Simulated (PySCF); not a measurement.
# [ReO3F]−: other spin states and a change of charge

Aim: at the relaxed geometry of [ReO3F]−, try other spin states and a change of charge. The species was built from a template and needn't be a known compound.

The runs use PySCF 2.14.0; PBE, Re def2-SVP with ECP60, O def2-SVP, F def2-SVP; scalar-relativistic core potentials, no spin–orbit coupling.

1 further run of the same task is left out (for a known fault of the program).

## 1. The system as given

5 atoms, charge -1, spin multiplicity 2.

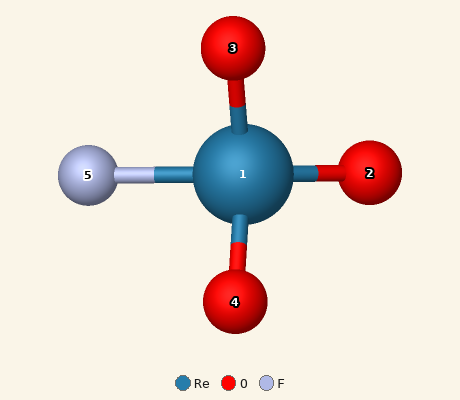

The structure; rhenium blue, oxygen red, fluorine light blue; atoms are numbered from 1 in the order of the file.

Geometry (Å):

```xyz
5

Re    0.0418    0.0618    0.0943
O     1.1780    0.7596    1.2222
O    -1.1838   -0.7493    1.0558
O     0.9928   -0.7919   -1.1104
F    -1.2372    0.7694   -1.2044
```

Formal oxidation states: Re +6. An earlier session relaxed this geometry at PBE, Re def2-SVP with ECP60, O def2-SVP, F def2-SVP (doublet, point group Cs).

Its energy there is -403.504947 Eh.

## 2. Multiplicity 4 at the relaxed geometry

Input file run.py (the lines that set the calculation):

```python
mol = gto.M(atom='''
Re     0.04180     0.06179     0.09429
O      1.17803     0.75959     1.22223
O     -1.18383    -0.74930     1.05583
O      0.99282    -0.79192    -1.11040
F     -1.23720     0.76939    -1.20441''',
    basis={'Re': 'def2-SVP', 'O': 'def2-SVP', 'F': 'def2-SVP'},
    ecp={'Re': 'def2-SVP'},
    charge=-1, spin=3)
mf = dft.UKS(mol, xc='PBE')
mf.grids.atom_grid = (50, 194)
mf = mf.density_fit()  # fitting sets: Re def2-universal-JKFIT, O def2-universal-JKFIT, F def2-universal-JKFIT
mf.conv_tol = 1e-08; mf.max_cycle = 55
mf.kernel(dm0)  # dm0: free metal ions and neutral atoms
```

Started as:

```bash
$ OMP_NUM_THREADS=2 python run.py
```

The program printed:

```text
init E= -418.013896306721
cycle= 1 E= -399.164358380289  delta_E= 18.8  |g|= 3.11  |ddm|=  6.1
cycle= 2 E= -391.875346384528  delta_E= 7.29  |g|= 4.59  |ddm|= 7.11
  HOMO = -0.0433269681225  LUMO = -0.040116248835  gap/eV = 0.08737
cycle= 3 E= -397.05281051023  delta_E= -5.18  |g|= 3.65  |ddm|= 5.27
cycle= 4 E= -402.191724868415  delta_E= -5.14  |g|= 1.58  |ddm|= 3.44
cycle= 5 E= -402.911200467057  delta_E= -0.719  |g|= 1.01  |ddm|= 1.82
cycle= 6 E= -403.287983510739  delta_E= -0.377  |g|= 0.373  |ddm|= 1.05
cycle= 7 E= -403.312648724051  delta_E= -0.0247  |g|= 0.297  |ddm|= 0.716
cycle= 8 E= -403.256175160116  delta_E= 0.0565  |g|= 0.449  |ddm|= 0.804
cycle= 9 E= -403.312461218979  delta_E= -0.0563  |g|= 0.288  |ddm|= 0.513
cycle= 10 E= -403.342496200447  delta_E= -0.03  |g|= 0.147  |ddm|= 0.481
cycle= 11 E= -403.352636555304  delta_E= -0.0101  |g|= 0.0289  |ddm|= 0.231
cycle= 12 E= -403.352880325296  delta_E= -0.000244  |g|= 0.0203  |ddm|= 0.0475
cycle= 13 E= -403.352881941762  delta_E= -1.62e-06  |g|= 0.0208  |ddm|= 0.0356
cycle= 14 E= -403.352979003077  delta_E= -9.71e-05  |g|= 0.015  |ddm|= 0.0143
cycle= 15 E= -403.353074406705  delta_E= -9.54e-05  |g|= 0.00482  |ddm|= 0.0219
cycle= 16 E= -403.353083282275  delta_E= -8.88e-06  |g|= 0.00226  |ddm|= 0.00404
cycle= 17 E= -403.353085619939  delta_E= -2.34e-06  |g|= 0.000394  |ddm|= 0.0022
cycle= 18 E= -403.353085662148  delta_E= -4.22e-08  |g|= 0.000255  |ddm|= 0.00037
cycle= 19 E= -403.353085670656  delta_E= -8.51e-09  |g|= 0.000221  |ddm|= 0.000262
cycle= 20 E= -403.353085681816  delta_E= -1.12e-08  |g|= 0.00016  |ddm|= 0.00025
cycle= 21 E= -403.353085692972  delta_E= -1.12e-08  |g|= 5.12e-05  |ddm|= 0.000211
cycle= 22 E= -403.353085694244  delta_E= -1.27e-09  |g|= 7.42e-06  |ddm|= 0.000114
Extra cycle  E= -403.353085687227  delta_E= 7.02e-09  |g|= 0.000121  |ddm|= 0.000166
converged SCF energy = -403.353085687227  <S^2> = 3.7593455  2S+1 = 4.00467
```

Run time: 5.1 s. Hardware: 2 threads of Arm Neoverse V1, shared host.

It gives: E = -403.353086 Eh (+4.132 eV from the relaxed state), HOMO 2.59 eV, LUMO -1.52 eV (over both spins), ⟨S²⟩ = 3.759, Mulliken charge on Re1 +0.54 e. The highest filled level lies above zero; it isn't the detachment energy. An empty level of one spin lies below a filled level of the other.

## 3. One electron removed, multiplicity 1

Changes to run.py (the lines that set the calculation) since step 2:

```diff
@@ -8,4 +8,4 @@
     ecp={'Re': 'def2-SVP'},
-    charge=-1, spin=3)
-mf = dft.UKS(mol, xc='PBE')
+    charge=0, spin=0)
+mf = dft.RKS(mol, xc='PBE')
 mf.grids.atom_grid = (50, 194)
@@ -13,2 +13,2 @@
 mf.conv_tol = 1e-08; mf.max_cycle = 55
-mf.kernel(dm0)  # dm0: free metal ions and neutral atoms
+mf.kernel(dm0)  # dm0: the density of the relaxed state
```

Started as:

```bash
$ OMP_NUM_THREADS=2 python run.py
```

The program printed:

```text
init E= -403.495249163629
  HOMO = -0.0645320718804883  LUMO = 0.0507445083803653  gap/eV = 3.13684
cycle= 1 E= -403.380580010972  delta_E= 0.115  |g|= 0.368  |ddm|= 1.11
  HOMO = -0.344360747982621  LUMO = -0.283843869280304  gap/eV = 1.64675
cycle= 2 E= -403.044355073598  delta_E= 0.336  |g|= 1.37  |ddm|= 1.28
  HOMO = -0.352177476499366  LUMO = -0.241076593079963  gap/eV = 3.02321
cycle= 3 E= -403.39106698849  delta_E= -0.347  |g|= 0.373  |ddm|= 1.04
  HOMO = -0.312269953397001  LUMO = -0.215479131817176  gap/eV = 2.63381
cycle= 4 E= -403.412055993756  delta_E= -0.021  |g|= 0.164  |ddm|= 0.314
  HOMO = -0.314370457651421  LUMO = -0.214209813089994  gap/eV = 2.72551
cycle= 5 E= -403.416378517663  delta_E= -0.00432  |g|= 0.0683  |ddm|= 0.137
  HOMO = -0.313598405696316  LUMO = -0.213175559170104  gap/eV = 2.73264
cycle= 6 E= -403.416727592193  delta_E= -0.000349  |g|= 0.0553  |ddm|= 0.0794
  HOMO = -0.312712312565522  LUMO = -0.211652576884546  gap/eV = 2.74998
cycle= 7 E= -403.417356334146  delta_E= -0.000629  |g|= 0.00268  |ddm|= 0.0391
  HOMO = -0.312619278231126  LUMO = -0.211552409173422  gap/eV = 2.75017
cycle= 8 E= -403.417357798001  delta_E= -1.46e-06  |g|= 0.000804  |ddm|= 0.00238
  HOMO = -0.312608354257521  LUMO = -0.211540834230064  gap/eV = 2.75019
cycle= 9 E= -403.417357356789  delta_E= 4.41e-07  |g|= 0.00166  |ddm|= 0.00161
  HOMO = -0.312602778514746  LUMO = -0.211534869722435  gap/eV = 2.75020
cycle= 10 E= -403.417357924747  delta_E= -5.68e-07  |g|= 0.000147  |ddm|= 0.00115
  HOMO = -0.312599555119905  LUMO = -0.211533165175823  gap/eV = 2.75016
cycle= 11 E= -403.417357929682  delta_E= -4.93e-09  |g|= 1.67e-05  |ddm|= 0.000111
  HOMO = -0.312598842328174  LUMO = -0.211532415749765  gap/eV = 2.75016
Extra cycle  E= -403.417357927915  delta_E= 1.77e-09  |g|= 9.41e-05  |ddm|= 7.54e-05
converged SCF energy = -403.417357927915
```

Run time: 1.9 s. Hardware: 2 threads of Arm Neoverse V1, shared host.

Result: E = -403.417358 Eh (+2.383 eV from the relaxed state), HOMO -8.51 eV, LUMO -5.76 eV, Mulliken charge on Re1 +1.12 e. 

## 4. One electron removed, multiplicity 3

Changes to run.py (the lines that set the calculation) since step 3:

```diff
@@ -8,4 +8,4 @@
     ecp={'Re': 'def2-SVP'},
-    charge=0, spin=0)
-mf = dft.RKS(mol, xc='PBE')
+    charge=0, spin=2)
+mf = dft.UKS(mol, xc='PBE')
 mf.grids.atom_grid = (50, 194)
```

Started as:

```bash
$ OMP_NUM_THREADS=2 python run.py
```

The program printed:

```text
init E= -403.504946607838
cycle= 1 E= -403.268397805653  delta_E= 0.237  |g|= 0.311  |ddm|= 0.67
cycle= 2 E= -402.196974105639  delta_E= 1.07  |g|= 1.55  |ddm|= 1.36
cycle= 3 E= -403.26209662817  delta_E= -1.07  |g|= 0.376  |ddm|= 1.24
cycle= 4 E= -403.200133363897  delta_E= 0.062  |g|= 0.504  |ddm|= 0.799
cycle= 5 E= -403.305640945661  delta_E= -0.106  |g|= 0.155  |ddm|= 0.784
cycle= 6 E= -403.304256506134  delta_E= 0.00138  |g|= 0.168  |ddm|= 0.432
cycle= 7 E= -403.316438766568  delta_E= -0.0122  |g|= 0.0333  |ddm|= 0.195
cycle= 8 E= -403.316554097284  delta_E= -0.000115  |g|= 0.0289  |ddm|= 0.0412
cycle= 9 E= -403.316477113213  delta_E= 7.7e-05  |g|= 0.0317  |ddm|= 0.0635
cycle= 10 E= -403.316905477655  delta_E= -0.000428  |g|= 0.00803  |ddm|= 0.0342
cycle= 11 E= -403.316928951593  delta_E= -2.35e-05  |g|= 0.00357  |ddm|= 0.00532
cycle= 12 E= -403.31693413943  delta_E= -5.19e-06  |g|= 0.00114  |ddm|= 0.00236
cycle= 13 E= -403.31693430255  delta_E= -1.63e-07  |g|= 0.000953  |ddm|= 0.000765
cycle= 14 E= -403.31693466229  delta_E= -3.6e-07  |g|= 0.000341  |ddm|= 0.000569
cycle= 15 E= -403.31693471417  delta_E= -5.19e-08  |g|= 4.87e-05  |ddm|= 0.000271
cycle= 16 E= -403.316934715256  delta_E= -1.09e-09  |g|= 8.41e-06  |ddm|= 4.23e-05
Extra cycle  E= -403.316934714809  delta_E= 4.47e-10  |g|= 3.33e-05  |ddm|= 4.4e-05
converged SCF energy = -403.316934714809  <S^2> = 2.0101905  2S+1 = 3.006786
```

Wall time 3.6 s (2 threads of Arm Neoverse V1, shared host).

Read off: E = -403.316935 Eh (+5.116 eV from the relaxed state), HOMO -5.81 eV, LUMO -8.52 eV (over both spins), ⟨S²⟩ = 2.010, Mulliken charge on Re1 +1.00 e. An empty level of one spin lies below a filled level of the other.

## 5. Results

| state | energy from the relaxed state (eV) | ⟨S²⟩ | time |
| --- | --- | --- | --- |
| charge -1, doublet, vacuum (relaxed) | 0 | 0.75 |  |
| charge 0, singlet, vacuum | 2.38 | 0.00 | 1.9 s |
| charge -1, quartet, vacuum | 4.13 | 3.76 | 5.1 s |
| charge 0, triplet, vacuum | 5.12 | 2.01 | 3.6 s |

An electron taken off or put on is at rest in vacuum. 

Removing an electron vertically costs 2.38 eV (singlet), against −HOMO = -0.95 eV. The quartet lies 4.13 eV above at this geometry. The bases are small and lack diffuse functions. Spin–orbit coupling is left out for this open shell, where it can reorder the states. Open shells may have lower solutions than the one found.
